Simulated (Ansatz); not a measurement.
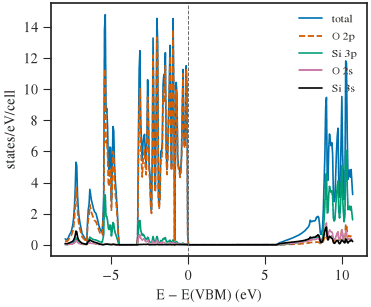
Total and projected density of states of SiO2 in space group P3_121 (No. 152; O on 6c, Si on 3a), DFT-PBEsol in the program Ansatz with PAW potentials

Task: Which orbitals carry the states next to the gap?

Result: Top 1 eV of the valence band: O 2p 97 %. Bottom 1 eV of the conduction band: Si 3s 46 %, O 2s 23 %, Si 3p 13 %, O 2p 6 %, outside the projected shells 13 %. Projections are on Löwdin-orthogonalised atomic valence shells; empty p or d shells of many metals are not among them.

Task: Where is the tallest occupied peak in this window, and what makes it?

Result: Near -5.4 eV, about 15 states/eV per cell; the largest projected share is O 2p.

The PBEsol relaxation kept the symmetry of its start.

Potentials: the later of the program's two PAW sets.
